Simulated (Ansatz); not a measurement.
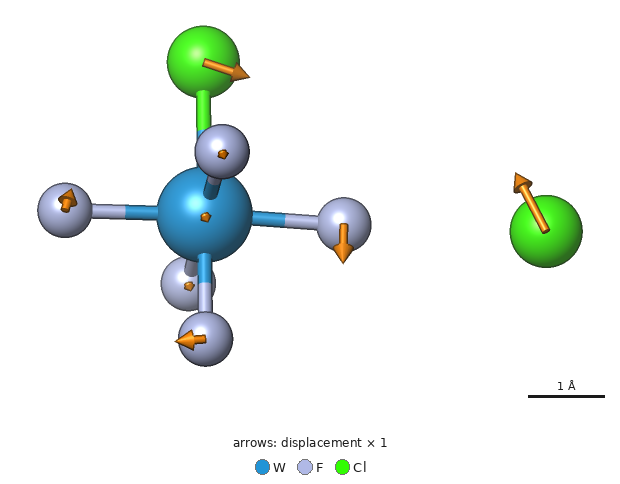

A relaxation of WCl2F5 (multiplicity 2). The starting structure is drawn; orange arrows show the displacements, at their true length. The two geometries are superimposed by the best rigid fit.

A ball-and-stick model, seen at a tilt.

The run prepares an end point of a later path (reaction) calculation, from a guessed geometry.

These are results of UKS PBE/def2-SVP in Ansatz, not measurements. Settings: collinear spin; force threshold 0.03 eV/Å; at most 50 steps.

### Which element moves most?

Chlorine: up to 0.96 Å, against 0.60 Å for fluorine.

### What did the optimiser do to the structure, and how much energy did it gain?

After 13 geometry steps the energy has fallen by 0.029 eV. Largest force component: 0.33 eV/Å at the start, 0.014 eV/Å at the end. The forces were under the threshold at step 3, but the run went on from there. A Cl atom moves most after the best rigid fit: 0.96 Å. Largest moves by element: Cl 0.96 Å, F 0.60 Å, W 0.13 Å. Some distances before and after: F–W 1.861 → 1.875 Å. Cost: 2.6 min on 4 threads of AMD EPYC 7R43 64-Core Processor (Zen 3), on a shared host, peak memory 0.43 GiB.

Limits of the set-up: the start holds two separate molecules, 2.7 Å apart at their closest, whose relative position is a soft coordinate and is computed without a dispersion correction.
